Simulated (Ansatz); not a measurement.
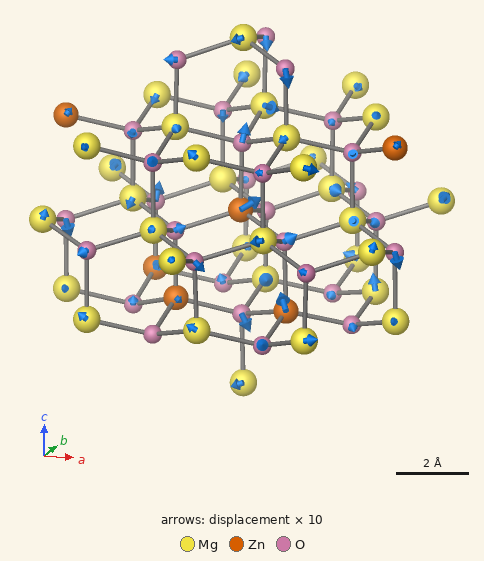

This is a relaxation of solid Mg$_{42}$Zn$_{6}$O$_{48}$ (a generated structure, set up in P1). The starting structure is drawn; blue arrows show the displacements (the part carried along by the change of the cell is left out), 10 times their true length.

The picture is a ball-and-stick view of the atoms within 5.8 Å of the atom that moves most (axes of the cell of the calculation), seen slightly off an axis.

All numbers below come from DFT, PBEsol, PAW, plane waves in Ansatz 0.2.0. Set-up: plane-wave cutoff 420 eV; k-point mesh 1 × 1 × 1; mesh shifted by (0.25, 0.25, 0.25); no spin polarisation; cell relaxed at fixed alpha, beta, gamma; force threshold 0.03 eV/Å; at most 80 steps.

Q: What did the optimiser do to the structure, and how much energy did it gain?

A: After 6 geometry steps the energy has fallen by 9.9 meV per atom. Largest force component: 1.1 eV/Å at the start, 0.0011 eV/Å at the end. Pressure: 0.32 GPa at the start and −0.01 GPa at the end. A Zn atom moves most relative to the cell: 0.077 Å along [2 2 1]. By element the largest moves are Zn 0.077 Å, Mg 0.071 Å, O 0.070 Å. The volume changes by +0.1 %, with a 9.880 → 9.862 Å (−0.2 %), b 11.408 → 11.384 Å (−0.2 %), c 10.095 → 10.143 Å (+0.5 %). Among the contacts that change: O–Zn 1.891 → 1.977 Å, Mg–O 2.039 → 1.970 Å, O–Zn 1.945 → 1.996 Å, O–Zn 2.020 → 1.974 Å. Among the angles between lasting bonds that change: O–Zn–O 101.4° → 107.6°, Mg–O–Mg 109.1° → 113.7°, Mg–O–Zn 103.3° → 107.8°. The space group stays P1 (No. 1). The run took 6.6 s on 1 × NVIDIA GB200 with 8 threads of Arm Neoverse-V2, peak memory 2 GiB.
